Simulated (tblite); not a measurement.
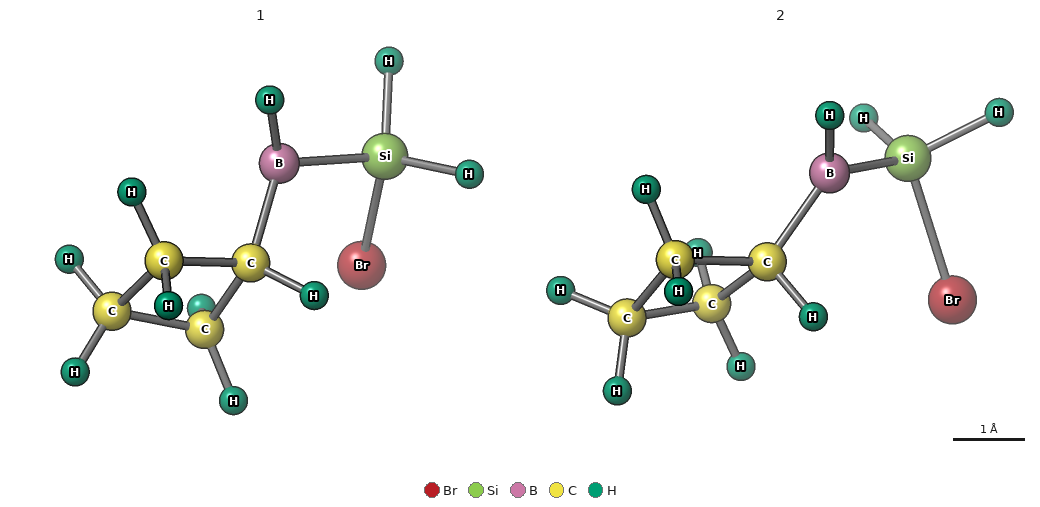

Two geometries of C4H10BBrSi, drawn at one scale. One is the start of a relaxation, the other its converged end. Style: ball-and-stick. Shown from a free direction.

Method: GFN2-xTB geometry optimisation, gas phase in tblite 0.8.0. 

Q: Which of the two is the end point?

A: Structure 2 is the relaxed one. The energy falls by 76.0 kJ/mol in 127 geometry steps. The largest move after the best rigid fit is that of the Br atom, 1.42 Å. By element the largest moves are Br 1.42 Å, H 1.19 Å, B 0.63 Å, C 0.46 Å, Si 0.08 Å. Near-neighbour distances that change, for instance: C–C 1.496 → 1.552 Å, C–H 1.132 → 1.088 Å, B–C 1.590 → 1.560 Å, C–C 1.508 → 1.535 Å. Among the angles between lasting bonds that change: B–Si–H 106.5° → 118.7°, Br–Si–H 112.7° → 100.4°, Br–Si–H 113.0° → 101.3°. Groups turn about C–C by about 25°, C–C by about 25°, C–C by about 25°. Cost: 1.6 s on 1 thread of Arm Neoverse N1, on a shared host.
